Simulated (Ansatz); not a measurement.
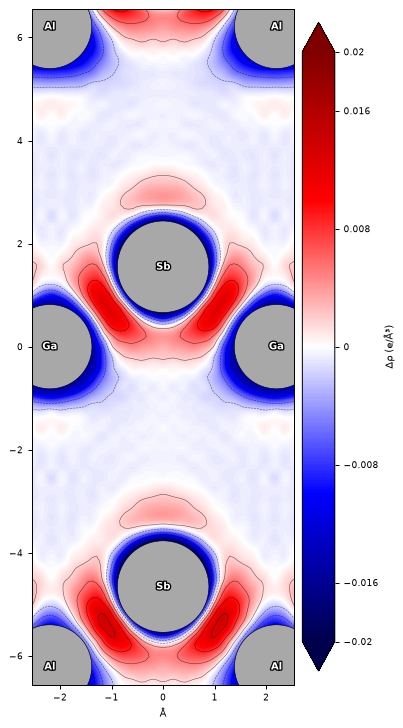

AlGa3Sb4. Difference of the valence pseudo-densities of two functionals at the same geometry, on the (010) plane of the calculation cell: r2SCAN less LDA.

Space group P-4m2; a structure generated by program, which may or may not match a known phase.

Both computed with Ansatz (plane waves, PAW), on the same k-point mesh. Grey discs cover the atomic cores.

Where does the change of functional move the electrons?

Against LDA, r2SCAN gives less density around Al (−0.004 e/Å³ on average at 1.0 Å from the nucleus), less density around Ga (−0.009 e/Å³ on average at 1.0 Å from the nucleus), less density around Sb (−0.005 e/Å³ on average at 1.0 Å from the nucleus) and a change of +0.012 e/Å³ at the midpoint of Ga–Sb and +0.013 e/Å³ at the midpoint of Al–Sb.
